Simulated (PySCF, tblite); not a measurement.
**C7H12BF3: geometry, infrared bands and NMR shifts**

Aim: predict the infrared bands and NMR shifts of C7H12BF3 (`FC(F)(F)CB1CCCCC1`).

Computed with tblite 0.8.0 and PySCF 2.14.0, with density-fitted response routines of our own, on a single molecule in the gas phase. Atoms count from 0, in the outputs and in this text.

**1. The starting structure**

23 atoms, charge 0, multiplicity 1; geometry from: force field or distance geometry start.

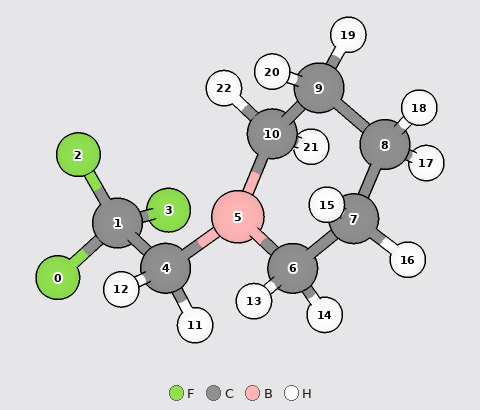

As it starts; fluorine green, carbon grey, boron pink, hydrogen white, atoms numbered.

**2. Relaxing the molecule with GFN2-xTB**

Job settings and geometry (Å):

```
{"job": {"kind": "relax", "xc": "GFN2-xTB", "basis": "xTB"}, "charge": 0, "multiplicity": 1}
F     -4.244800     0.256400     0.060100
C     -2.933900     0.721100     0.054700
F     -2.789400     1.557100     1.122200
F     -2.762800     1.327600    -1.190800
C     -2.072400    -0.497500     0.093500
B     -0.519200    -0.192300     0.090500
C      0.374000    -1.499200     0.006300
C      1.836900    -1.259300     0.200500
C      2.332600     0.068100    -0.241000
C      1.571900     1.242300     0.328600
C      0.143200     1.186500    -0.231200
H     -2.256300    -1.163800    -0.801600
H     -2.364900    -1.087800     1.003300
H      0.057000    -2.245000     0.768100
H      0.194600    -1.938100    -0.989400
H      2.085900    -1.481700     1.268500
H      2.374100    -2.033400    -0.412200
H      2.337100     0.108100    -1.338600
H      3.380600     0.171900     0.158400
H      2.021900     2.172600    -0.045500
H      1.457000     1.205400     1.430400
H      0.115800     1.344200    -1.326100
H     -0.343600     2.063700     0.274200
```

On the command line:

```
$ OMP_NUM_THREADS=1 python probes_run.py task.json out
```

This one command runs all jobs of the session in turn.

The program printed:

```text
step      E/eV     max force
  0    -994.08833    2.434
  1    -994.43848    1.240
  2    -994.59087    0.672
  3    -994.66301    0.591
  4    -994.69496    0.379
  5    -994.71900    0.422
  6    -994.74255    0.295
  7    -994.75684    0.271
  8    -994.76564    0.199
  9    -994.77201    0.177
 10    -994.77820    0.192
 11    -994.78453    0.212
 12    -994.79122    0.200
 13    -994.79815    0.198
 14    -994.80456    0.194
 15    -994.80959    0.166
 16    -994.81329    0.139
 17    -994.81616    0.142
 18    -994.81857    0.128
 19    -994.82083    0.129
 20    -994.82338    0.153
 21    -994.82648    0.151
 22    -994.82981    0.152
 23    -994.83273    0.137
 24    -994.83506    0.111
 25    -994.83734    0.108
 26    -994.83987    0.148
 27    -994.84227    0.124
 28    -994.84431    0.078
 29    -994.84613    0.112
 30    -994.84797    0.125
 31    -994.84975    0.095
 32    -994.85121    0.089
 33    -994.85238    0.079
 34    -994.85348    0.078
 35    -994.85456    0.082
 36    -994.85543    0.059
 37    -994.85608    0.062
 38    -994.85666    0.050
 39    -994.85731    0.057
 40    -994.85791    0.052
 41    -994.85836    0.047
 42    -994.85874    0.049
 43    -994.85919    0.049
 44    -994.85975    0.059
 45    -994.86035    0.054
 46    -994.86089    0.049
 47    -994.86139    0.056
 48    -994.86185    0.054
 49    -994.86224    0.046
 50    -994.86253    0.038
 51    -994.86274    0.031
 52    -994.86293    0.037
 53    -994.86311    0.033
 54    -994.86326    0.026
 55    -994.86336    0.023
 56    -994.86343    0.016
 57    -994.86349    0.018
 58    -994.86354    0.015
 59    -994.86358    0.015
 60    -994.86362    0.013
 61    -994.86364    0.011
 62    -994.86366    0.012
 63    -994.86368    0.012
 64    -994.86370    0.012
 65    -994.86373    0.013
 66    -994.86375    0.011
 67    -994.86377    0.008
```

It took 0.57 s on 1 thread of Intel Xeon Platinum 8488C, shared host; peak memory 0.18 GiB.

The steps of the relaxation: (not every step is listed)

```
step  energy from step 0 (eV)  largest force (eV/Å)
   0                   0.0000                2.4340
   1                  -0.3501                1.2404
   2                  -0.5025                0.6720
   3                  -0.5747                0.5910
   4                  -0.6066                0.3791
   5                  -0.6307                0.4219
   6                  -0.6542                0.2948
   7                  -0.6685                0.2709
   8                  -0.6773                0.1994
  13                  -0.7098                0.1978
  18                  -0.7302                0.1280
  23                  -0.7444                0.1367
  28                  -0.7560                0.0781
  33                  -0.7640                0.0790
  38                  -0.7683                0.0495
  43                  -0.7709                0.0493
  48                  -0.7735                0.0540
  53                  -0.7748                0.0333
  58                  -0.7752                0.0152
  62                  -0.7753                0.0122
  63                  -0.7754                0.0124
  64                  -0.7754                0.0118
  65                  -0.7754                0.0134
  66                  -0.7754                0.0108
  67                  -0.7754                0.0081
```

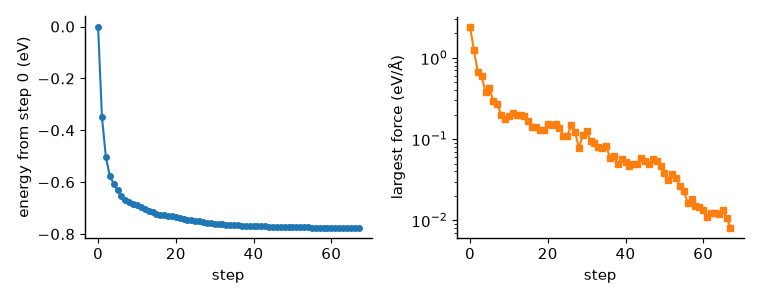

Energy and force, step by step.

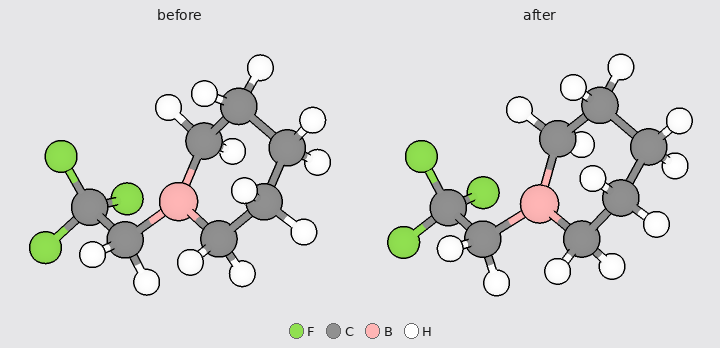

Before and after, at one scale.

Distances of close pairs at the start and the end, largest changes first:

```
   bond  before (Å)  after (Å)  change (Å)
  C1–F3       1.396      1.345      -0.051
  F0–C1       1.391      1.349      -0.042
  C7–C8       1.484      1.526      +0.042
  C6–C7       1.495      1.534      +0.039
 C4–H11       1.131      1.093      -0.038
 C8–H18       1.126      1.092      -0.034
C10–H22       1.123      1.091      -0.032
 C7–H16       1.124      1.092      -0.032
```

The end geometry stands in the next job.

**3. Infrared spectrum with GFN2-xTB**

Job settings and geometry (Å):

```
{"job": {"kind": "ir", "xc": "GFN2-xTB", "basis": "xTB"}, "charge": 0, "multiplicity": 1}
F     -4.290543     0.382439    -0.007362
C     -2.978623     0.697508    -0.000216
F     -2.817274     1.551785     1.024918
F     -2.769054     1.408781    -1.122251
C     -2.098710    -0.522742     0.097748
B     -0.523232    -0.275453     0.012673
C      0.413705    -1.537264    -0.089187
C      1.870323    -1.269618     0.310445
C      2.374309     0.039457    -0.289453
C      1.597021     1.227741     0.268029
C      0.108123     1.156711    -0.097077
H     -2.421148    -1.204246    -0.693267
H     -2.346969    -1.011659     1.043271
H      0.038900    -2.404660     0.458720
H      0.404127    -1.836745    -1.144180
H      1.938345    -1.209223     1.398715
H      2.506937    -2.095655    -0.014766
H      2.265750     0.008479    -1.375610
H      3.435613     0.160184    -0.062408
H      2.028216     2.158505    -0.106104
H      1.695385     1.233446     1.355627
H     -0.004208     1.447887    -1.149379
H     -0.431745     1.921327     0.464132
```

The program printed:

```text
mode    cm-1     km/mol
  1      23.9      2.31
  2      51.7      0.56
  3      92.1      0.56
  4     106.5      1.91
  5     167.8      1.42
  6     235.2      1.09
  7     253.4      0.83
  8     298.7      1.26
  9     313.6      2.09
 10     334.4      0.01
 11     405.9      0.08
 12     428.4      8.14
 13     469.8      7.25
 14     481.0      5.53
 15     564.9     27.96
 16     596.1     18.74
 17     629.8      1.39
 18     668.9      1.95
 19     735.7     10.09
 20     819.1     15.84
 21     830.6     61.81
 22     881.9      1.92
 23     888.9      2.40
 24     935.2      1.35
 25     964.8     14.34
 26     980.9    143.56
 27    1015.3    270.72
 28    1020.1    154.24
 29    1047.4      9.32
 30    1054.3      3.35
 31    1094.9      5.52
 32    1129.6     67.08
 33    1151.9     32.92
 34    1178.7    102.94
 35    1183.7     52.08
 36    1194.0    213.45
 37    1203.2      4.19
 38    1237.8      1.57
 39    1246.3      6.96
 40    1277.0    171.70
 41    1303.5     16.13
 42    1319.2     44.89
 43    1340.9      6.63
 44    1356.3      0.73
 45    1358.7      2.33
 46    1419.0     17.22
 47    1445.9     13.90
 48    1456.2      7.58
 49    1488.2      0.40
 50    1494.2      1.53
 51    1506.8      0.04
 52    2915.3      7.16
 53    2920.9     23.11
 54    2963.0     38.43
 55    2966.4     19.12
 56    2970.0     18.65
 57    2973.6     12.28
 58    2974.9     23.98
 59    2983.0     37.30
 60    2986.8     82.06
 61    2987.6    122.71
 62    2989.1     20.72
 63    2994.9     50.45
```

It took 1.1 s on 1 thread of Intel Xeon Platinum 8488C, shared host; peak memory 0.18 GiB.

Which atoms move in the most intense modes:

```
cm⁻¹  km/mol                         atoms
 981   143.6   C1 30 %, H12 16 %, H11 14 %
1015   270.7              C1 51 %, F0 16 %
1020   154.2                      H14 14 %
1179   102.9   C1 36 %, H12 31 %, H11 20 %
1194   213.4                       C1 55 %
1277   171.7   C4 34 %, H11 28 %, H12 20 %
2987    82.1  H18 41 %, H17 34 %, H19 12 %
2988   122.7  H15 37 %, H20 19 %, H17 12 %
```

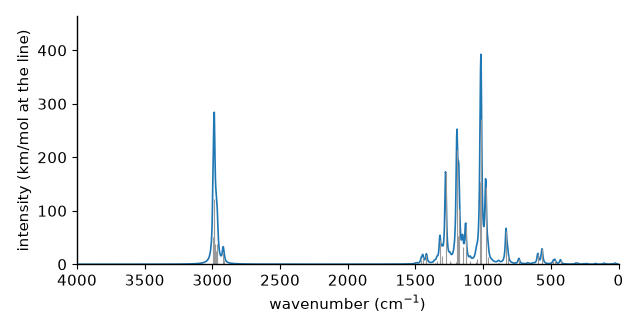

The infrared spectrum from these modes, unscaled. Lines are broadened to a width of 14 cm⁻¹ (Lorentzian).

**4. NMR shieldings: PBE0/pcSseg-1**

The job, as its differences from that of step 3:

```diff
@@ -1,2 +1,2 @@
-{"job": {"kind": "ir", "xc": "GFN2-xTB", "basis": "xTB"}, "charge": 0, "multiplicity": 1}
+{"job": {"kind": "nmr", "xc": "PBE0", "basis": "pcSseg-1"}, "charge": 0, "multiplicity": 1}
 F     -4.290543     0.382439    -0.007362
```

Method: GIAO PBE0/pcSseg-1 NMR shielding, non-relativistic, gas phase.

The program printed:

```text
coarse grid: 19392 points
cycle   1  E = -597.4237477701  dE =  1.466e+00  |g| = 9.650e-01  |ddm| = 4.190e+00
cycle   2  E = -597.2942165430  dE =  1.295e-01  |g| = 1.352e+00  |ddm| = 1.328e+00
cycle   3  E = -597.5997452114  dE = -3.055e-01  |g| = 8.524e-02  |ddm| = 7.753e-01
cycle   4  E = -597.6009957492  dE = -1.251e-03  |g| = 3.991e-02  |ddm| = 8.960e-02
cycle   5  E = -597.6013305362  dE = -3.348e-04  |g| = 6.889e-03  |ddm| = 3.384e-02
cycle   6  E = -597.6013405299  dE = -9.994e-06  |g| = 1.779e-03  |ddm| = 9.106e-03
final grid: 188944 points
cycle   7  E = -597.6838681784  dE = -8.324e-05  |g| = 1.164e-02  |ddm| = 4.454e-02
cycle   8  E = -597.6838501775  dE =  1.800e-05  |g| = 1.504e-02  |ddm| = 2.191e-02
cycle   9  E = -597.6839003621  dE = -5.018e-05  |g| = 7.844e-04  |ddm| = 1.213e-02
cycle  10  E = -597.6839004584  dE = -9.629e-08  |g| = 3.149e-04  |ddm| = 7.070e-04
cycle  11  E = -597.6839004736  dE = -1.518e-08  |g| = 7.933e-05  |ddm| = 2.262e-04
cycle  12  E = -597.6839004747  dE = -1.139e-09  |g| = 2.193e-05  |ddm| = 8.070e-05
cycle  13  E = -597.6839004748  dE = -9.777e-11  |g| = 3.748e-06  |ddm| = 1.842e-05
converged SCF energy = -597.6839004748

GIAO shielding tensors (ppm)
atom      isotropic    diamagn.    paramagn.     s11        s22        s33       span
  0 F      237.722     467.091    -229.369    150.644    221.813    340.708    190.064
  1 C       49.244     243.385    -194.141     40.790     50.388     56.555     15.765
  2 F      248.871     475.890    -227.019    160.931    251.782    333.900    172.969
  3 F      248.464     476.646    -228.182    164.063    249.641    331.689    167.627
  4 C      147.963     257.822    -109.859    133.132    137.557    173.199     40.068
  5 B       13.541     187.029    -173.488    -58.691    -21.910    121.223    179.914
  6 C      157.534     252.983     -95.449    137.940    157.020    177.642     39.701
  7 C      158.814     246.552     -87.738    148.747    156.541    171.155     22.407
  8 C      155.789     248.027     -92.238    151.711    156.092    159.564      7.853
  9 C      158.918     246.310     -87.392    148.939    156.700    171.116     22.178
 10 C      158.868     253.480     -94.612    140.282    155.742    180.579     40.297
 11 H       29.570      31.040      -1.470     25.175     30.233     33.301      8.126
 12 H       29.629      30.873      -1.245     25.419     29.865     33.602      8.183
 13 H       30.034      31.916      -1.882     25.107     30.050     34.944      9.836
 14 H       30.843      31.702      -0.859     26.352     30.132     36.045      9.693
 15 H       30.402      30.861      -0.459     26.627     28.782     35.799      9.172
 16 H       29.705      29.386       0.319     24.301     28.215     36.599     12.297
 17 H       30.456      31.156      -0.700     27.029     28.851     35.488      8.459
 18 H       29.809      29.016       0.793     24.782     27.934     36.712     11.931
 19 H       29.654      29.954      -0.299     24.187     28.533     36.243     12.057
 20 H       30.356      31.108      -0.752     26.116     29.185     35.767      9.652
 21 H       30.543      32.179      -1.636     24.825     31.048     35.757     10.932
 22 H       29.308      32.729      -3.421     22.910     29.200     35.813     12.903
```

It took 68 s on 1 thread of Intel Xeon Platinum 8488C, shared host; peak memory 1.1 GiB.

The references, computed at this level on geometries of the same kind, shield at (ppm): 1H TMS 31.72, 13C TMS 186.9, 19F CFCl3 170.9, 11B BF3·OEt2 100.1. Their shielding less the atom's gives the shift. The references are single molecules in the gas phase, so shifts against H2O, NH3, PH3, H3PO4 or CFCl3 are not on the usual liquid scales and can be off by tens of ppm. Atoms listed in one row are averaged.

```
             atoms                                environment  σ (ppm)  δ (ppm)  δ scaled to CDCl3
                C1                                 CF3 carbon     49.2    137.7              132.5
                C4                        sp3 CH2 bonded to B    148.0     39.0               36.1
                C8                          sp3 CH2 in a ring    155.8     31.1               28.5
           C6, C10                        sp3 CH2 bonded to B    158.2     28.7               26.1
            C7, C9                          sp3 CH2 in a ring    158.9     28.1               25.5
          H11, H12         hydrogen on an sp3 CH2 bonded to B    29.60     2.12               2.10
H15, H16, H19, H20           hydrogen on an sp3 CH2 in a ring    30.03     1.69               1.70
          H17, H18           hydrogen on an sp3 CH2 in a ring    30.13     1.58               1.60
H13, H14, H21, H22         hydrogen on an sp3 CH2 bonded to B    30.18     1.53               1.55
        F0, F2, F3                    fluorine of a CF3 group    245.0    -74.1                  –
                B5  boron bonded to 3 C, in a 6-membered ring     13.5     86.5                  –
```

The scaled column applies a straight-line fit of computed shieldings to shifts measured in CDCl3, and one for carbons that bear F (root-mean-square error 0.16 ppm for H, 1.9 ppm for C).

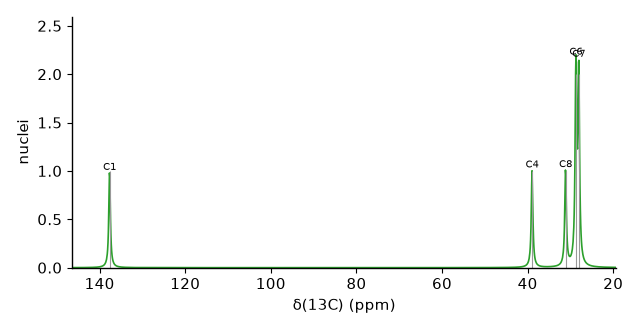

13C lines at the computed shifts, without couplings. Lines are broadened to a width of 0.44 ppm (Lorentzian).

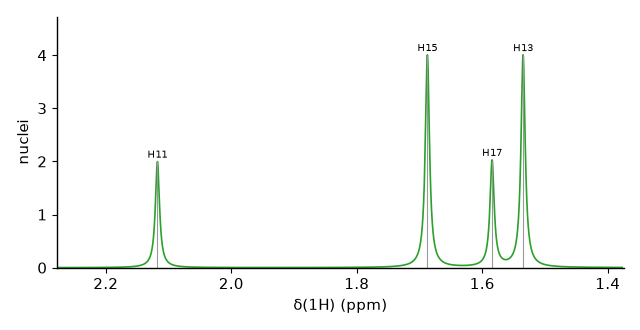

1H lines at the computed shifts, without couplings. Lines are broadened to a width of 0.01 ppm (Lorentzian).

The run also stored atomic charges by several schemes (e):

```
     atoms  Mulliken    IAO  Hirshfeld  ESP fit
F0, F2, F3     -0.28  -0.29      -0.10    -0.24
        C1      0.79   0.81       0.26     0.75
        C4     -0.56  -0.46      -0.16    -0.83
        B5      0.64   0.33       0.21     0.58
   C6, C10     -0.48  -0.41      -0.15    -0.22
    C7, C9     -0.20  -0.24      -0.07    -0.04
        C8     -0.23  -0.26      -0.07    -0.06
```

Mulliken charges:

F0 -0.28; C1 0.79; F2 -0.28; F3 -0.28; C4 -0.56; B5 0.64; C6 -0.48; C7 -0.20; C8 -0.23; C9 -0.20; C10 -0.49; H11 0.16; H12 0.17; H13 0.13; H14 0.15; H15 0.11; H16 0.11; H17 0.10; H18 0.12; H19 0.12; H20 0.11; H21 0.15; H22 0.15

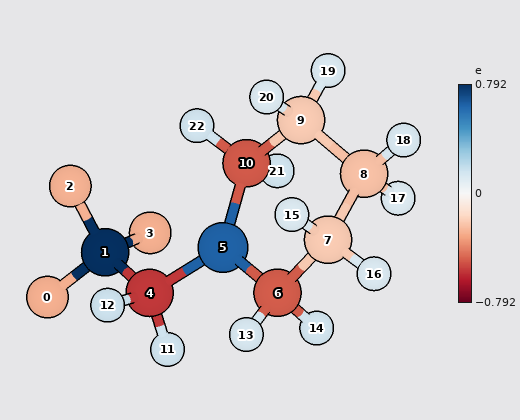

Mulliken charges, as colours on the atoms.

Mayer bond orders: F0–C1 0.99, C1–F2 0.98, C1–F3 0.98, C1–C4 1.08, C4–B5 0.90, B5–C6 1.00, C6–C7 1.05, C7–C8 1.04, C8–C9 1.04, C9–C10 1.05, C10–B5 1.02.

Ring of atoms B5, C6, C7, C8, C9, C10: NICS(0) 1.7, NICS(1) -1.2, NICS(1)zz 3.4 ppm (means of both faces).

The fields below are evaluated on a grid from the run's orbitals.

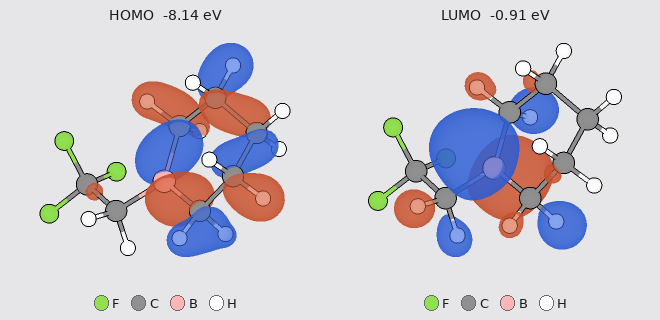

PBE0/pcSseg-1 orbitals near the gap, drawn at the value that encloses 70 % of each; the two colours are the two signs.

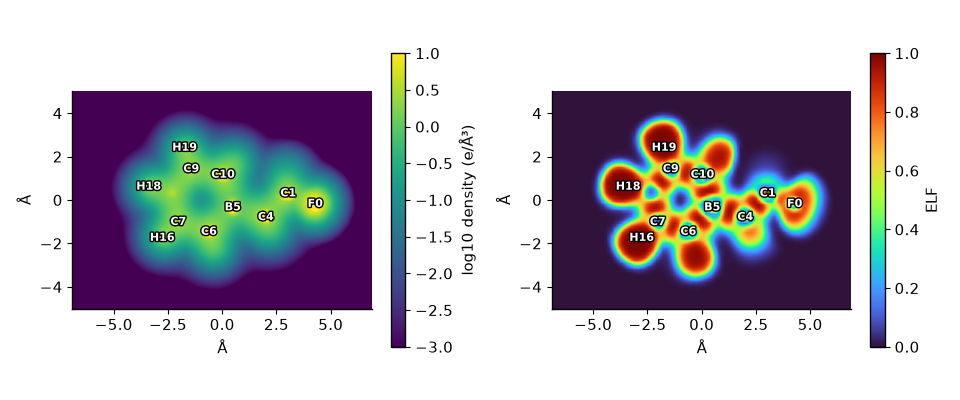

Density (left) and ELF (right) in a plane through or near 11 of the atoms.

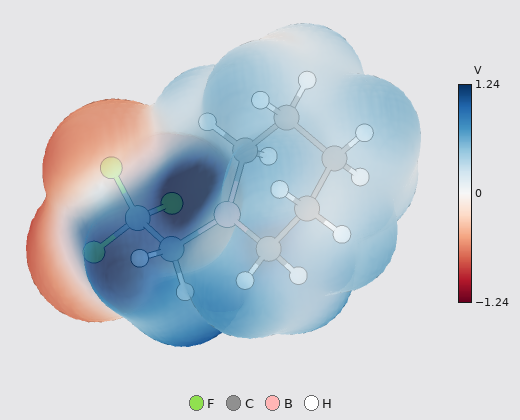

Electrostatic potential on the surface of density 0.002 e/bohr³; red is low, blue high. It runs from -0.78 V near F0 to 1.24 V near B5.

**5. Outcome**

```
                                                                 quantity                              value
                                strongest single infrared mode (GFN2-xTB)              1015 cm⁻¹, 271 km/mol
                                             zero-point energy (GFN2-xTB)                     114.8 kcal/mol
  13C shifts against TMS (PBE0/pcSseg-1, means over atoms taken as alike)  137.7, 39.0, 31.1, 28.7, 28.1 ppm
   1H shifts against TMS (PBE0/pcSseg-1, means over atoms taken as alike)         2.12, 1.69, 1.58, 1.53 ppm
19F shifts against CFCl3 (PBE0/pcSseg-1, means over atoms taken as alike)                          -74.1 ppm
                              11B shifts against BF3·OEt2 (PBE0/pcSseg-1)                           86.5 ppm
                                    surface potential, least and greatest                 -0.78 V and 1.24 V
```

In words: Relaxing lowered the energy by 0.775 eV in 67 steps; the close pair that moved most is C1–F3, from 1.396 to 1.345 Å. All 63 modes are real, so the xTB geometry is a minimum. The strongest single mode, at 1015 cm⁻¹, moves mainly C1. GFN2-xTB is a fitted tight-binding method: band positions and strengths are rough. Its intensities can rank the bands wrongly. At PBE0/pcSseg-1, counted by nearest atom on the grid, the HOMO lies on B5 16 %; C6, C10 about 13 % each, the LUMO on B5 56 %; H14, H21 about 7 % each.
